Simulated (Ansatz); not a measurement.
**C4H3F5: a few dozen steps of dynamics**

What does C4H3F5 do in its first 50 fs at constant energy, with the temperature set to 700 K?

Method: BLYP/def2-SVP; program: Ansatz 0.2.0, Gaussian basis.

## Step 1: The geometry

The geometry comes from an earlier relaxation with PBE0-D4 in a triple-zeta def2 set; it is a stationary point, not always the lowest conformer.

SMILES `C/C(F)=C(\F)C(F)(F)F`, 12 atoms, charge 0, spin multiplicity 1.

Atoms are counted from 1 here; the program's logs count them from 0.

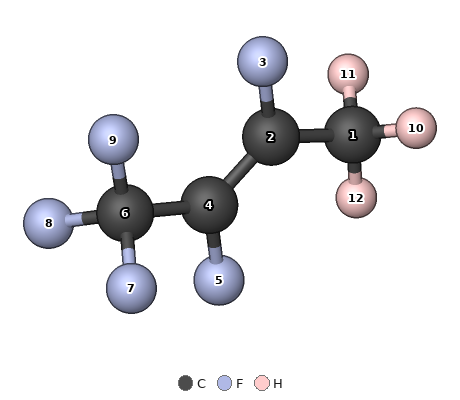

The geometry (carbon dark grey, fluorine light blue, hydrogen pink); atoms are numbered from 1 in the order of the file.

Coordinates:

| atom | x (Å) | y (Å) | z (Å) |
| --- | --- | --- | --- |
| C1 | -1.5775 | -0.2838 | -1.1568 |
| C2 | -0.4784 | -0.4930 | -0.1935 |
| F3 | -0.4375 | -1.7197 | 0.3237 |
| C4 | 0.4218 | 0.4141 | 0.1701 |
| F5 | 0.3650 | 1.6427 | -0.3597 |
| C6 | 1.5628 | 0.2921 | 1.1335 |
| F7 | 1.4346 | 1.1823 | 2.1250 |
| F8 | 2.7225 | 0.5571 | 0.5197 |
| F9 | 1.6484 | -0.9167 | 1.6730 |
| H10 | -2.5372 | -0.4713 | -0.6679 |
| H11 | -1.4810 | -0.9901 | -1.9856 |
| H12 | -1.5665 | 0.7311 | -1.5476 |

## Step 2: The run

in.yaml reads:

```yaml
crystal:
  periodic: [false, false, false]
  atoms:
    - {symbol: C, position_ang: [-1.577530, -0.283832, -1.156795]}
    - {symbol: C, position_ang: [-0.478354, -0.492991, -0.193461]}
    - {symbol: F, position_ang: [-0.437512, -1.719663, 0.323743]}
    - {symbol: C, position_ang: [0.421775, 0.414132, 0.170104]}
    - {symbol: F, position_ang: [0.364993, 1.642680, -0.359707]}
    - {symbol: C, position_ang: [1.562777, 0.292068, 1.133461]}
    - {symbol: F, position_ang: [1.434591, 1.182293, 2.125011]}
    - {symbol: F, position_ang: [2.722535, 0.557066, 0.519745]}
    - {symbol: F, position_ang: [1.648378, -0.916666, 1.673001]}
    - {symbol: H, position_ang: [-2.537151, -0.471320, -0.667948]}
    - {symbol: H, position_ang: [-1.481020, -0.990114, -1.985558]}
    - {symbol: H, position_ang: [-1.566484, 0.731150, -1.547596]}
basis:
  gaussian: {orbitals: def2-SVP}
hamiltonian: {xc: {name: BLYP}}
md: {timestep: 1 fs, n_steps: 50, ensemble: nve, temperature: 700, initial_velocities: maxwell_boltzmann, seed: 345}
```

Started as:

```
$ ansatz run in.yaml --threads 2 --pin off --events-out ev --progress --plain --max-ram 32768MiB --backend cpu
```

What it wrote (excerpt; [...] marks lines left out):

```text
Functional definition: BLYP
  name "BLYP"
  cite "Becke, Phys. Rev. A 38, 3098 (1988) doi:10.1103/PhysRevA.38.3098"
  cite "Lee, Yang & Parr, Phys. Rev. B 37, 785 (1988) doi:10.1103/PhysRevB.37.785"
[...]
1546 factors; their error is unknown
[...]
mean field -17763.93010087 eV, -652.8123903826 hartree, gradient 7.2e-5 eV, S^2 0.000000; 0 other end points of the search recorded, 0 dependent functions left out
[...]
reference -17763.93036766 eV, -652.8124001871 hartree; 36, 36 occupied and 105, 105 virtual orbitals, 1546 factors
md step     0: t =     0.00 fs  T =   700.0 K  F+E_penalty+E_count = -17763.93010087 eV  E_kin = 0.904820 eV  conserved = -17763.02528087 eV  (29 SCF iters)
[...]
md step    12: t =    12.00 fs  T =   590.1 K  F+E_penalty+E_count = -17763.78656981 eV  E_kin = 0.762804 eV  conserved = -17763.02376596 eV  (31 SCF iters)
[...]
md step    24: t =    24.00 fs  T =   372.3 K  F+E_penalty+E_count = -17763.49906892 eV  E_kin = 0.481263 eV  conserved = -17763.01780576 eV  (32 SCF iters)
[...]
md step    36: t =    36.00 fs  T =   373.9 K  F+E_penalty+E_count = -17763.49696960 eV  E_kin = 0.483335 eV  conserved = -17763.01363494 eV  (34 SCF iters)
[...]
md step    48: t =    48.00 fs  T =   414.8 K  F+E_penalty+E_count = -17763.54908861 eV  E_kin = 0.536218 eV  conserved = -17763.01287100 eV  (32 SCF iters)
[...]
md step    49: t =    49.00 fs  T =   407.6 K  F+E_penalty+E_count = -17763.53894741 eV  E_kin = 0.526891 eV  conserved = -17763.01205658 eV  (33 SCF iters)
[...]
md step    50: t =    50.00 fs  T =   435.9 K  F+E_penalty+E_count = -17763.57823369 eV  E_kin = 0.563436 eV  conserved = -17763.01479744 eV  (31 SCF iters)
Total energy: -17763.57850084 eV, -652.7994693200 hartree
Atom 0 at    -1.651710    -0.295233    -1.098685 Å, force    -1.948080    -0.555652    -1.376534 eV/Å
Atom 1 at    -0.537960    -0.455226    -0.142335 Å, force    -0.493253    -0.600315    -0.858831 eV/Å
Atom 2 at    -0.481401    -1.701278     0.323686 Å, force     0.043544    -0.875004     0.860662 eV/Å
Atom 3 at     0.435690     0.411024     0.131177 Å, force     0.742305     0.425140     0.306633 eV/Å
Atom 4 at     0.477549     1.582122    -0.509846 Å, force    -0.227964     1.058753    -0.407781 eV/Å
Atom 5 at     1.576823     0.289056     1.085376 Å, force    -1.031972     0.733132     2.749174 eV/Å
Atom 6 at     1.399562     1.098095     2.241741 Å, force    -0.429182     0.269249    -0.939217 eV/Å
Atom 7 at     2.714314     0.673274     0.582821 Å, force     1.727823     0.563995    -1.309050 eV/Å
Atom 8 at     1.709443    -0.907273     1.625584 Å, force     0.061241    -1.909632    -0.130411 eV/Å
Atom 9 at    -2.655372    -0.656576    -0.590436 Å, force     1.463126     0.796409    -0.700451 eV/Å
Atom 10 at    -1.533894    -1.046821    -1.992155 Å, force     0.006374     1.012994     1.190840 eV/Å
Atom 11 at    -1.764378     0.746398    -1.547706 Å, force     0.086038    -0.919069     0.614966 eV/Å
Dipole moment:    -0.427599    -0.118489    -0.430854 e Å
```

Run time: 2.7 min. Hardware: 2 threads of AMD EPYC 7R13, shared host.

## Step 3: Frames and traces

One row in 4; energies are counted from the first frame:

| time (fs) | T (K) | potential (meV) | conserved (meV) | C6–F7 (Å) |
| --- | --- | --- | --- | --- |
| 0.0 | 700 | 0.0 | 0.00 | 1.339 |
| 4.0 | 292 | 544.1 | 16.39 | 1.271 |
| 8.0 | 268 | 570.1 | 11.44 | 1.269 |
| 12.0 | 590 | 143.5 | 1.51 | 1.330 |
| 16.0 | 434 | 356.3 | 12.71 | 1.407 |
| 20.0 | 292 | 543.9 | 16.84 | 1.456 |
| 24.0 | 372 | 431.0 | 7.47 | 1.460 |
| 28.0 | 391 | 409.0 | 9.49 | 1.423 |
| 32.0 | 336 | 487.7 | 17.50 | 1.366 |
| 36.0 | 374 | 433.1 | 11.65 | 1.323 |
| 40.0 | 463 | 309.9 | 3.54 | 1.322 |
| 44.0 | 324 | 500.3 | 13.71 | 1.362 |
| 48.0 | 415 | 381.0 | 12.41 | 1.408 |

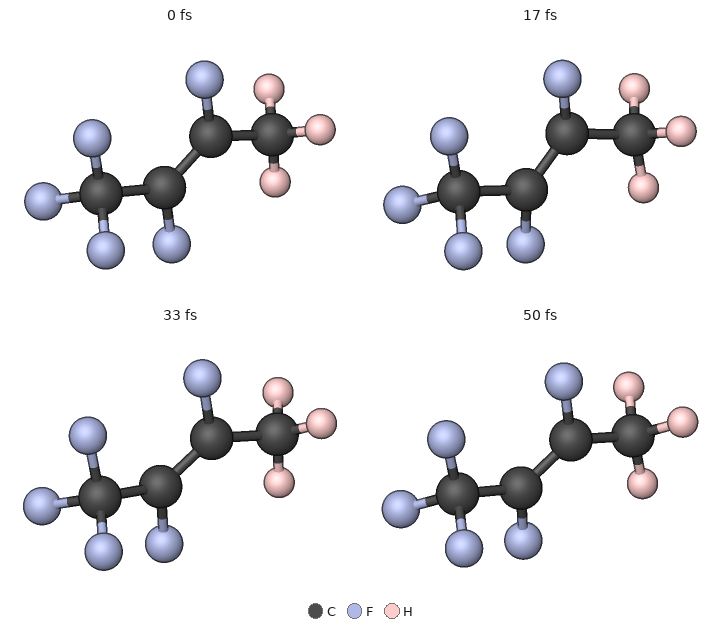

Four frames; sticks are those of the first frame.

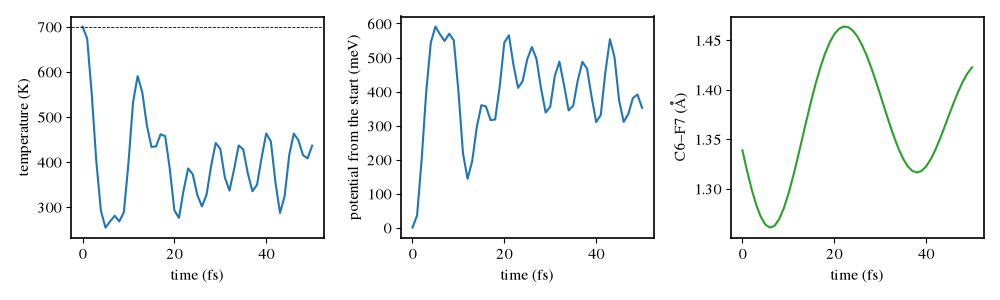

Temperature (the set value dashed), potential energy and the bond that swings most.

Positions (Å) and forces (eV/Å) at 50.0 fs:

```xyz
12

C    -1.652   -0.295   -1.099   -1.948   -0.556   -1.377
C    -0.538   -0.455   -0.142   -0.493   -0.600   -0.859
F    -0.481   -1.701    0.324    0.044   -0.875    0.861
C     0.436    0.411    0.131    0.742    0.425    0.307
F     0.478    1.582   -0.510   -0.228    1.059   -0.408
C     1.577    0.289    1.085   -1.032    0.733    2.749
F     1.400    1.098    2.242   -0.429    0.269   -0.939
F     2.714    0.673    0.583    1.728    0.564   -1.309
F     1.709   -0.907    1.626    0.061   -1.910   -0.130
H    -2.655   -0.657   -0.590    1.463    0.796   -0.700
H    -1.534   -1.047   -1.992    0.006    1.013    1.191
H    -1.764    0.746   -1.548    0.086   -0.919    0.615
```

## Step 4: Results

| quantity | value |
| --- | --- |
| length | 50 steps of 1.0 fs |
| temperature, first and last frame | 700, 436 K |
| temperature, second half | mean 388 K, from 287 to 463 K |
| swing of the potential | 591 meV |
| largest change of the conserved energy | 19.41 meV |
| range of C6–F7 | 1.261 to 1.464 Å |

In words: From 700 K at the start the temperature swings between 254 and 700 K: with 12 atoms it has no steady value yet; starting near a minimum, about half of the kinetic energy flows into the potential. The conserved energy moves by 19.41 meV, 3.3 % of the potential's swing. C6–F7 swings most, by 0.20 Å; no bond breaks. A run of 50 fs gives no averages.
